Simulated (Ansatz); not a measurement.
CH$_{5}$FOSSi$_{2}$

The calculation's input:

```
crystal:
  periodic: [false, false, false]
  atoms:
    - {symbol: F, position_ang: [-0.589228, 1.829458, 1.255742]}
    - {symbol: Si, position_ang: [0.361153, 1.103680, 0.198886]}
    - {symbol: Si, position_ang: [1.040534, -0.958817, 1.088213]}
    - {symbol: O, position_ang: [-0.500486, 0.919868, -1.219240]}
    - {symbol: C, position_ang: [-1.426937, -0.004975, -1.470379]}
    - {symbol: S, position_ang: [-2.249223, -0.113174, -2.843205]}
    - {symbol: H, position_ang: [1.446360, 2.036707, -0.164449]}
    - {symbol: H, position_ang: [-0.142983, -1.780685, 1.452016]}
    - {symbol: H, position_ang: [1.862865, -0.704863, 2.298837]}
    - {symbol: H, position_ang: [1.851442, -1.675486, 0.070161]}
    - {symbol: H, position_ang: [-1.588298, -0.708914, -0.645985]}
basis:
  gaussian: {orbitals: def2-TZVPP}
hamiltonian: {xc: pbe0, dispersion: d4}
output: {orbitals: {seedname: orbitals}}
```

Run with:

```sh
ansatz run in.yaml --threads 4 --pin off --events-out ev --progress --plain --max-ram 10444MiB
```

Geometry: PBE0-D4/def2-TZVP.

Theory: RKS PBE0-D4/def2-TZVPP in Ansatz.

> What will maps of the electron density and electron localisation function show?

C–O (1.33 Å): ρ is about 2.5 e/Å³ halfway; the ELF peaks at about 0.85 between the atoms, as expected for a shared but strongly polarised pair.
C–S (1.60 Å): ρ is about 1.7 e/Å³ halfway; the ELF peaks at about 0.90 between the atoms, as expected for a covalent bond.
Si–O (1.67 Å): ρ at the midpoint is about 1.1 e/Å³; the ELF peaks at about 0.85 between the atoms; a shared but strongly polarised pair.
C–H (1.10 Å): ρ at the midpoint is about 2.1 e/Å³; the ELF climbs to about 1 towards the hydrogen, as it does in any bond to H (an ordinary covalent bond to hydrogen).

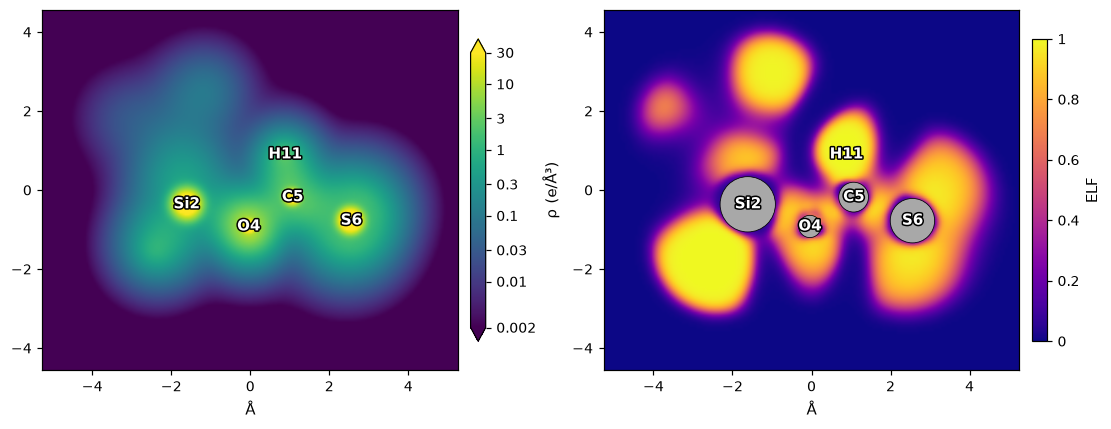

Computed electron density and electron localisation function on the plane of atoms S6, C5 and H11, in this order. Grey discs cover the atomic cores in the ELF map. 
